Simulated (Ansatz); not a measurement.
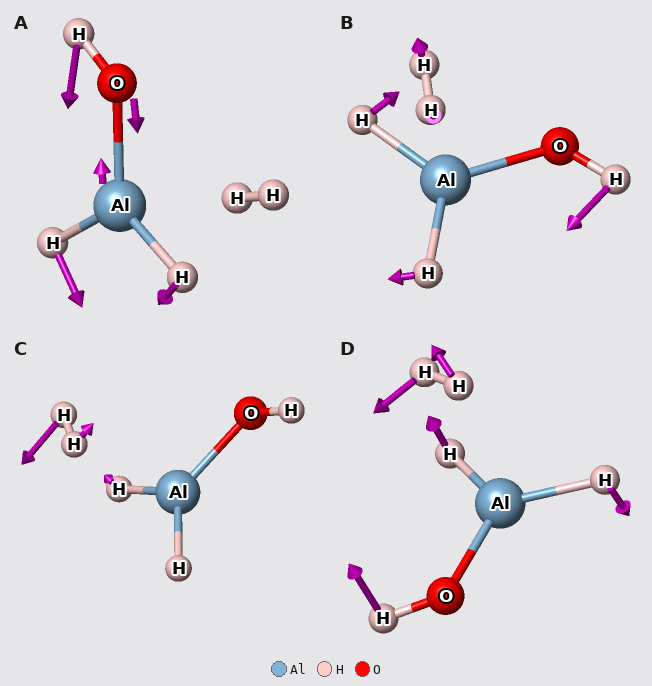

4 normal modes of one molecule or complex, as arrows. Harmonic vibrations computed with RKS PBE0-D4/def2-TZVP (Ansatz 0.2.0) at a stationary point of the same level.

> Match the panels to the wavenumbers 138 cm⁻¹, 314 cm⁻¹, 678 cm⁻¹, 857 cm⁻¹.

A: 857 cm⁻¹
B: 678 cm⁻¹, Al–O–H bending
C: 138 cm⁻¹
D: 314 cm⁻¹
